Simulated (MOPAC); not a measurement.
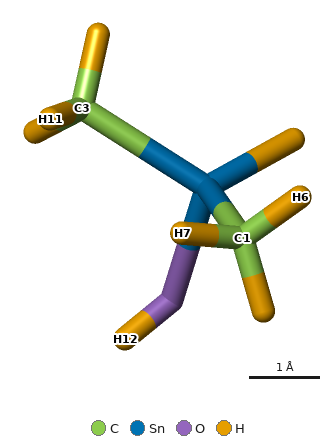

*The input geometry (stick view, seen at a tilt; atoms are numbered from 1 in the order of the input). Sticks mark near contacts.*

Bond lengths as drawn: C–H 1.10 Å, C–Sn 2.15 Å, H–O 0.93 Å, H–Sn 1.68 Å and O–Sn 2.01 Å.

## Frequency calculation of C2H8OSn (part 1 of 3)

System: C2H8OSn, SMILES [CH3][SnH]([CH3])[OH].
Method: PM6-D3H4X, closed shell, dispersion D3H4X (MOPAC 23.2.5).

The geometry was optimised with PM6-D3H4X.

Input file (input.mop)
```
PM6-D3H4X FORCE THERMO(298,398,100) THREADS=1 AUX(PRECISION=6)
PM6-D3H4X frequencies
[CH3][SnH]([CH3])[OH]
C     -0.642479 +1     1.066753 +1    -1.417371 +1
Sn    -0.519804 +1    -0.100912 +1     0.380256 +1
C      1.527794 +1    -0.232980 +1     1.012470 +1
O     -0.998260 +1    -1.971253 +1    -0.193471 +1
H     -1.328871 +1     0.551216 +1    -2.109335 +1
H     -1.028579 +1     2.067106 +1    -1.175252 +1
H      0.358154 +1     1.142361 +1    -1.867975 +1
H     -1.635148 +1     0.274381 +1     1.576949 +1
H      1.667579 +1     0.370288 +1     1.920760 +1
H      1.748314 +1    -1.292673 +1     1.223047 +1
H      2.179616 +1     0.133687 +1     0.205897 +1
H     -0.513196 +1    -2.388810 +1    -0.862368 +1
```

Hardware: 1 thread of AMD EPYC (Zen 3), 176 GiB of memory available, shared host.

Launch command:
```bash
mopac input.mop
```

Log
```
MOPAC v23.2.5
PM6-D3H4X CALCULATION RESULTS

 *  PM6-D3H4   - CORRECT DISPERSION AND HYDROGEN BOND TERMS USING THE D3H4 METHOD
 *  FORCE      - FORCE CALCULATION SPECIFIED
 *  THREADS=1  - MULTI-THREADING NOT USED
 *  AUX        - OUTPUT AUXILIARY INFORMATION
 *  THERMO     - THERMODYNAMIC QUANTITIES TO BE CALCULATED
PM6-D3H4X FORCE THERMO(298,398,100) THREADS=1 AUX(PRECISION=6)
 PM6-D3H4X frequencies
 [CH3][SnH]([CH3])[OH]
   ATOM   CHEMICAL          X               Y               Z
  NUMBER   SYMBOL      (ANGSTROMS)     (ANGSTROMS)     (ANGSTROMS)

     1       C         -0.64247900  *   1.06675300  *  -1.41737100  *
     2      Sn         -0.51980400  *  -0.10091200  *   0.38025600  *
     3       C          1.52779400  *  -0.23298000  *   1.01247000  *
     4       O         -0.99826000  *  -1.97125300  *  -0.19347100  *
     5       H         -1.32887100  *   0.55121600  *  -2.10933500  *
     6       H         -1.02857900  *   2.06710600  *  -1.17525200  *
     7       H          0.35815400  *   1.14236100  *  -1.86797500  *
     8       H         -1.63514800  *   0.27438100  *   1.57694900  *
     9       H          1.66757900  *   0.37028800  *   1.92076000  *
    10       H          1.74831400  *  -1.29267300  *   1.22304700  *
    11       H          2.17961600  *   0.13368700  *   0.20589700  *
    12       H         -0.51319600  *  -2.38881000  *  -0.86236800  *

          CARTESIAN COORDINATES

    NO.       ATOM           X           Y           Z

     1         C         -0.6425      1.0668     -1.4174
     2        Sn         -0.5198     -0.1009      0.3803
     3         C          1.5278     -0.2330      1.0125
     4         O         -0.9983     -1.9713     -0.1935
     5         H         -1.3289      0.5512     -2.1093
     6         H         -1.0286      2.0671     -1.1753
     7         H          0.3582      1.1424     -1.8680
     8         H         -1.6351      0.2744      1.5769
     9         H          1.6676      0.3703      1.9208
    10         H          1.7483     -1.2927      1.2230
    11         H          2.1796      0.1337      0.2059
    12         H         -0.5132     -2.3888     -0.8624

           Empirical Formula: C2 H8 O Sn  =    12 atoms

      MOLECULAR POINT GROUP   :   Cs

      RHF CALCULATION, NO. OF DOUBLY OCCUPIED LEVELS = 13

          HEAT OF FORMATION =     -29.163032 KCALS/MOLE

          CARTESIAN COORDINATE DERIVATIVES

   NUMBER  ATOM         X            Y            Z

     1       C     -0.001181     0.001078     0.000046
     2      Sn     -0.000093     0.000695    -0.000461
     3       C     -0.000075     0.000778     0.001284
     4       O      0.000955    -0.000037    -0.000046
     5       H     -0.000284    -0.002104     0.002754
     6       H      0.000388     0.003783    -0.001120
     7       H      0.000928    -0.003173    -0.002751
     8       H     -0.000017    -0.000610    -0.000238
     9       H      0.000936    -0.000866    -0.000943
    10       H     -0.001148     0.000256     0.000203
    11       H      0.000355    -0.000655     0.002102
    12       H     -0.000763     0.000855    -0.000832

 DIPOLE           X         Y         Z       TOTAL
 POINT-CHG.    -0.587     0.815     2.887     3.057
 HYBRID        -0.420     0.588    -0.924     1.173
 SUM           -1.007     1.403     1.963     2.615

          GRADIENT NORM =   0.00801

          MOLECULAR WEIGHT =  166.77

          ROTATIONAL CONSTANTS IN CM(-1)

          A =    0.13955326   B =    0.12837713   C =    0.08872319

           PRINCIPAL MOMENTS OF INERTIA IN UNITS OF 10**(-40)*GRAM-CM**2

          A =      200.5883   B =      218.0509   C =      315.5066

          ORIENTATION OF MOLECULE IN FORCE CALCULATION

    NO.       ATOM         X         Y         Z

     1          C      -2.0686   -0.1109    0.1828
     2         Sn       0.0785   -0.1109    0.1828
     3          C       0.7966    1.9124    0.1828
     4          O       0.5879   -0.8331   -1.6269
     5          H      -2.4068   -0.8681   -0.5439
     6          H      -2.4320   -0.3623    1.1894
     7          H      -2.4298    0.8841   -0.1161
     8          H       0.8126   -1.1508    1.2768
     9          H       1.2370    2.1420    1.1636
    10          H       1.5618    1.9990   -0.6064
    11          H      -0.0409    2.5933   -0.0291
    12          H       0.2827   -0.4157   -2.3948

    FIRST DERIVATIVES WILL BE USED IN THE CALCULATION OF SECOND DERIVATIVES

          ESTIMATED TIME TO COMPLETE CALCULATION =        0.84 SECONDS

    FOR POINT-GROUP Cs   THERE ARE   2 UNIQUE SYMMETRY FUNCTIONS.

 STEP:   1 TIME =     0.01 SECS, INTEGRAL =      0.01 TIME LEFT: 172799.98
 STEP:   2 TIME =     0.00 SECS, INTEGRAL =      0.01 TIME LEFT: 172799.98
 STEP:   3 TIME =     0.00 SECS, INTEGRAL =      0.02 TIME LEFT: 172799.97
 STEP:   4 TIME =     0.01 SECS, INTEGRAL =      0.02 TIME LEFT: 172799.96
 STEP:   5 TIME =     0.01 SECS, INTEGRAL =      0.03 TIME LEFT: 172799.96
 STEP:   6 TIME =     0.01 SECS, INTEGRAL =      0.04 TIME LEFT: 172799.95
 STEP:   7                       INTEGRAL =      0.04 TIME LEFT: 172799.95
 STEP:   8                       INTEGRAL =      0.04 TIME LEFT: 172799.95
 STEP:   9                       INTEGRAL =      0.04 TIME LEFT: 172799.95
 STEP:  10 TIME =     0.00 SECS, INTEGRAL =      0.04 TIME LEFT: 172799.95
 STEP:  11 TIME =     0.00 SECS, INTEGRAL =      0.05 TIME LEFT: 172799.94
 STEP:  12 TIME =     0.01 SECS, INTEGRAL =      0.05 TIME LEFT: 172799.93
 STEP:  13 TIME =     0.01 SECS, INTEGRAL =      0.06 TIME LEFT: 172799.93
 STEP:  14 TIME =     0.00 SECS, INTEGRAL =      0.07 TIME LEFT: 172799.92
 STEP:  15 TIME =     0.01 SECS, INTEGRAL =      0.07 TIME LEFT: 172799.91
 STEP:  16 TIME =     0.01 SECS, INTEGRAL =      0.09 TIME LEFT: 172799.90
 STEP:  17 TIME =     0.01 SECS, INTEGRAL =      0.10 TIME LEFT: 172799.89
 STEP:  18 TIME =     0.01 SECS, INTEGRAL =      0.11 TIME LEFT: 172799.88
 STEP:  19 TIME =     0.01 SECS, INTEGRAL =      0.12 TIME LEFT: 172799.87
 STEP:  20 TIME =     0.01 SECS, INTEGRAL =      0.12 TIME LEFT: 172799.86
 STEP:  21 TIME =     0.00 SECS, INTEGRAL =      0.13 TIME LEFT: 172799.86
 STEP:  22 TIME =     0.01 SECS, INTEGRAL =      0.14 TIME LEFT: 172799.85
 STEP:  23 TIME =     0.00 SECS, INTEGRAL =      0.14 TIME LEFT: 172799.85
 STEP:  24 TIME =     0.00 SECS, INTEGRAL =      0.14 TIME LEFT: 172799.84
 STEP:  25                       INTEGRAL =      0.14 TIME LEFT: 172799.84
 STEP:  26                       INTEGRAL =      0.14 TIME LEFT: 172799.84
 STEP:  27                       INTEGRAL =      0.14 TIME LEFT: 172799.84
 STEP:  28                       INTEGRAL =      0.14 TIME LEFT: 172799.84
 STEP:  29                       INTEGRAL =      0.14 TIME LEFT: 172799.84
 STEP:  30                       INTEGRAL =      0.14 TIME LEFT: 172799.84
 STEP:  31                       INTEGRAL =      0.14 TIME LEFT: 172799.84
 STEP:  32                       INTEGRAL =      0.14 TIME LEFT: 172799.84
 STEP:  33                       INTEGRAL =      0.14 TIME LEFT: 172799.84
 STEP:  34 TIME =     0.00 SECS, INTEGRAL =      0.15 TIME LEFT: 172799.84
 STEP:  35 TIME =     0.01 SECS, INTEGRAL =      0.16 TIME LEFT: 172799.83
 STEP:  36 TIME =     0.01 SECS, INTEGRAL =      0.16 TIME LEFT: 172799.82

(To convert to Hartree/Bohr^2, multiply by (10^(-21) x N x a0^2)/(4.184 x 627.51) =  0.0642)

           FORCE MATRIX IN MILLIDYNES/ANGSTROM

                  C  1      Sn  2       C  3       O  4       H  5       H  6
 ------------------------------------------------------------------------------
     C    1   9.477250
    Sn    2   1.838819   7.956662
     C    3   0.186999   1.839141   9.477250
     O    4   0.205088   1.423692   0.205090   4.043622
     H    5   3.526617   0.451801   0.024971   0.046117   4.314921
     H    6   3.539805   0.436278   0.024690   0.022927   0.585491   4.331186
     H    7   3.545013   0.441941   0.036307   0.024618   0.586066   0.586868
     H    8   0.125031   3.699265   0.124952   0.147528   0.016381   0.016619
     H    9   0.024619   0.436714   3.539812   0.022769   0.001823   0.004719
     H   10   0.025025   0.452464   3.526756   0.046593   0.004146   0.002084
     H   11   0.036439   0.441558   3.544879   0.023514   0.003623   0.004470
     H   12   0.051549   0.571915   0.051417   3.014405   0.015544   0.004125

                  H  7       H  8       H  9       H 10       H 11       H 12
 ------------------------------------------------------------------------------
     H    7   4.334641
     H    8   0.023673   3.775910
     H    9   0.004010   0.016745   4.331186
     H   10   0.003644   0.016745   0.585491   4.314921
     H   11   0.016803   0.023304   0.586868   0.586066   4.334641
     H   12   0.009067   0.041895   0.004150   0.015716   0.008793   3.362658

          HEAT OF FORMATION =     -29.163032 KCALS/MOLE

          ZERO POINT ENERGY      52.920 KCAL/MOL

         NOTE: SYSTEM IS NOT A GROUND STATE, THEREFORE ZERO POINT
         ENERGY IS NOT MEANINGFULL. ZERO POINT ENERGY PRINTED
         DOES NOT INCLUDE THE  2 IMAGINARY FREQUENCIES

           NORMAL COORDINATE ANALYSIS (Total motion = 1 Angstrom)

   Root No.       1         2         3         4         5         6         7         8

                 1 A"      1 A'      2 A"      2 A'      3 A'      3 A"      4 A'      5 A'

                 -92.5     -78.4     142.6     146.4     162.9     191.6     432.5     552.0

           1   -0.0011    0.0010   -0.0094    0.0058    0.0077    0.0094    0.0019   -0.0109
           2    0.0003    0.0049    0.0147    0.0846    0.0275   -0.0151   -0.0066   -0.0030
           3   -0.0087    0.0056    0.0507    0.0230   -0.0635   -0.0269   -0.0120    0.0028
           4   -0.0000    0.0017   -0.0104    0.0075    0.0086    0.0079    0.0161    0.0037
           5   -0.0000   -0.0024   -0.0074   -0.0106   -0.0121    0.0056   -0.0226   -0.0052
           6   -0.0000   -0.0003   -0.0000   -0.0068    0.0204    0.0000   -0.0517   -0.0041
           7   -0.0001   -0.0050    0.0109   -0.0818   -0.0283   -0.0112    0.0053    0.0063
           8   -0.0012    0.0007   -0.0136    0.0225    0.0019    0.0138   -0.0039    0.0093
           9    0.0087    0.0056   -0.0507    0.0227   -0.0636    0.0269   -0.0113    0.0027
          10    0.0030   -0.0077    0.0568    0.0180   -0.0389   -0.0817   -0.1333   -0.0036
          11    0.0022    0.0110    0.0403   -0.0254    0.0551   -0.0579    0.1876    0.0052
          12   -0.0000   -0.0078    0.0001    0.0057   -0.0251   -0.0002    0.3921   -0.0124
          13    0.0030   -0.0030   -0.0389   -0.0534    0.0297    0.0478   -0.0154   -0.0504
          14   -0.1089   -0.1007    0.0062    0.1198    0.0507   -0.0303    0.0026    0.0022
          15    0.1030    0.1175    0.0731    0.0160   -0.0983   -0.0323   -0.0071    0.0204
          16   -0.0094   -0.0021    0.0149    0.0081   -0.0528   -0.0100    0.0227    0.0304
          17    0.1553    0.1594    0.0387    0.0911    0.0178   -0.0149   -0.0028    0.0008
          18    0.0270    0.0430    0.0657    0.0255   -0.0891   -0.0350   -0.0064    0.0198
          19    0.0014    0.0064   -0.0053    0.0589    0.0468   -0.0029    0.0183   -0.0111
          20   -0.0440   -0.0368    0.0136    0.1115    0.0417   -0.0267    0.0005    0.0010
          21   -0.1606   -0.1414    0.0415    0.0473   -0.0653   -0.0486   -0.0003    0.0205
          22   -0.0057    0.0058   -0.0177    0.0064    0.0120    0.0145   -0.0259   -0.2244
          23   -0.0040   -0.0082   -0.0125   -0.0090   -0.0170    0.0103    0.0362    0.3153
          24   -0.0000   -0.0089   -0.0000   -0.0054    0.0112    0.0000    0.0316    0.4517
          25    0.1437   -0.1496    0.0416   -0.0887    0.0009   -0.0175   -0.0056   -0.0111
          26   -0.0604    0.0547    0.0014    0.0226    0.0559   -0.0045   -0.0224   -0.0283
          27   -0.0267    0.0427   -0.0657    0.0252   -0.0890    0.0349   -0.0056    0.0196
          28   -0.1016    0.0956   -0.0068   -0.0955   -0.0574   -0.0129    0.0025    0.0143
          29    0.0391   -0.0307   -0.0386    0.0901   -0.0110    0.0550    0.0158    0.0485
          30   -0.1034    0.1176   -0.0732    0.0158   -0.0984    0.0324   -0.0061    0.0204
          31   -0.0415    0.0329    0.0112   -0.1249   -0.0546   -0.0263   -0.0069    0.0023
          32    0.0156   -0.0179   -0.0094   -0.0187   -0.0302    0.0060   -0.0171    0.0107
          33    0.1608   -0.1412   -0.0415    0.0469   -0.0655    0.0485    0.0002    0.0205
          34   -0.0182   -0.0122    0.3093    0.0242   -0.0691    0.3984    0.1445   -0.0719
          35   -0.0129    0.0173    0.2191   -0.0343    0.0974    0.2822   -0.2035    0.1013
          36   -0.0000   -0.0028    0.0007   -0.0025    0.0085    0.0009    0.1412    0.0457

   Root No.       9        10        11        12        13        14        15        16

                 4 A"      6 A'      5 A"      6 A"      7 A"      7 A'      8 A'      9 A'

                 559.9     582.4     600.7     798.2     811.5     823.2     836.1     858.4

           1    0.0308    0.1244    0.1070   -0.0013    0.0011    0.0017    0.0027    0.0032
           2    0.0030    0.0049   -0.0012    0.0156   -0.0250   -0.0031   -0.0290   -0.0105
           3   -0.0039    0.0011    0.0016    0.0260    0.0153   -0.0267    0.0001    0.0121
           4   -0.0105   -0.0091   -0.0155   -0.0011    0.0020   -0.0004   -0.0018   -0.0013
           5   -0.0074    0.0128   -0.0110   -0.0007    0.0014    0.0006    0.0026    0.0018
           6   -0.0000   -0.0010   -0.0000    0.0000   -0.0000    0.0025    0.0013   -0.0057
           7    0.0131   -0.0461    0.0343    0.0144   -0.0232    0.0017    0.0264    0.0090
           8    0.0281   -0.1156    0.1014   -0.0063    0.0093   -0.0023   -0.0121   -0.0066
           9    0.0041    0.0009   -0.0014   -0.0262   -0.0150   -0.0268   -0.0004    0.0120
          10    0.0039   -0.0029   -0.0008    0.0035   -0.0010    0.0031   -0.0037    0.0145
          11    0.0028    0.0043   -0.0007    0.0024   -0.0005   -0.0041    0.0048   -0.0207
          12   -0.0000    0.0018    0.0001    0.0001   -0.0001    0.0064   -0.0057    0.0214
          13    0.0034    0.1170    0.0975    0.2124   -0.0490   -0.1422   -0.1429    0.0128
          14    0.0258   -0.0036   -0.0120   -0.0281    0.0369    0.0065    0.0422    0.0102
          15   -0.0175    0.0032    0.0071   -0.0433   -0.0213    0.0397    0.0029   -0.0152
          16   -0.0231    0.1131    0.1047   -0.1550   -0.1486    0.1763   -0.0496   -0.1048
          17    0.0307   -0.0005   -0.0067   -0.0247    0.0366    0.0017    0.0382    0.0134
          18   -0.0157    0.0020    0.0062   -0.0468   -0.0307    0.0458   -0.0039   -0.0245
          19    0.0962    0.0893    0.0698   -0.0602    0.1981   -0.0296    0.1857    0.0909
          20    0.0296   -0.0027   -0.0095   -0.0271    0.0459    0.0016    0.0464    0.0187
          21   -0.0190   -0.0010    0.0015   -0.0355   -0.0200    0.0318   -0.0022   -0.0122
          22    0.4583   -0.0386   -0.1659    0.0046   -0.0695    0.0266   -0.0050    0.0229
          23    0.3247    0.0543   -0.1175    0.0033   -0.0493   -0.0372    0.0073   -0.0322
          24    0.0010    0.0558   -0.0003    0.0001   -0.0002   -0.0509    0.0082   -0.0499
          25    0.0213   -0.0374    0.0283   -0.0749   -0.0144   -0.0609   -0.0194    0.0224
          26   -0.0321   -0.1067    0.1012   -0.1381   -0.1521   -0.1658    0.0597    0.1033
          27    0.0158    0.0019   -0.0060    0.0462    0.0304    0.0452   -0.0045   -0.0243
          28    0.0254   -0.0356    0.0210    0.0438    0.0183    0.0402    0.0073   -0.0136
          29   -0.0053   -0.1113    0.0959    0.2097   -0.0591    0.1365    0.1486   -0.0088
          30    0.0177    0.0031   -0.0070    0.0438    0.0213    0.0399    0.0024   -0.0153
          31    0.0598   -0.0274    0.0142   -0.0457    0.1091    0.0077   -0.1053   -0.0474
          32    0.0809   -0.0851    0.0690   -0.0480    0.1718    0.0290   -0.1595   -0.0795
          33    0.0195   -0.0011   -0.0016    0.0350    0.0210    0.0318   -0.0033   -0.0126
          34    0.0060    0.0025   -0.0116   -0.0105    0.0012   -0.0604    0.0567   -0.2106
          35    0.0044   -0.0031   -0.0084   -0.0077    0.0011    0.0852   -0.0804    0.2964
          36    0.0000   -0.0005    0.0000    0.0000   -0.0001    0.0587   -0.0534    0.2015

   Root No.      17        18        19        20        21        22        23        24

                 8 A"     10 A'      9 A"     11 A'     10 A"     12 A'     13 A'     14 A'

                1306.0    1314.0    1341.7    1346.2    1347.0    1351.9    2431.5    2528.9
```
